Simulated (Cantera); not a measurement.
Input: 1 mol SF6, 0.015 mol SO2, 9.8 mol H2, at 0.133 bar.

Method: chemical equilibrium by Gibbs-energy minimisation in Cantera with the NASA 1993 tables (ideal gas, pure condensed phases). Candidate condensed phases: H2O, H2SO4, S; 43 gas species. Rates play no part.

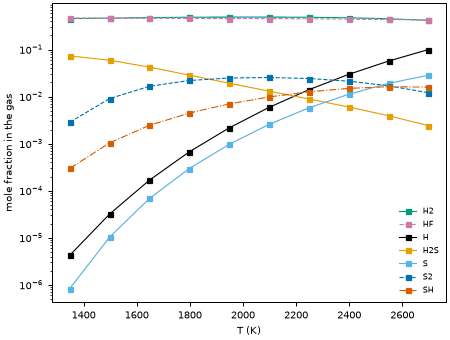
Figure. Equilibrium gas composition (values under 1e-9 drawn at 1e-9)

From 1348 K to 2698 K nothing is condensed.
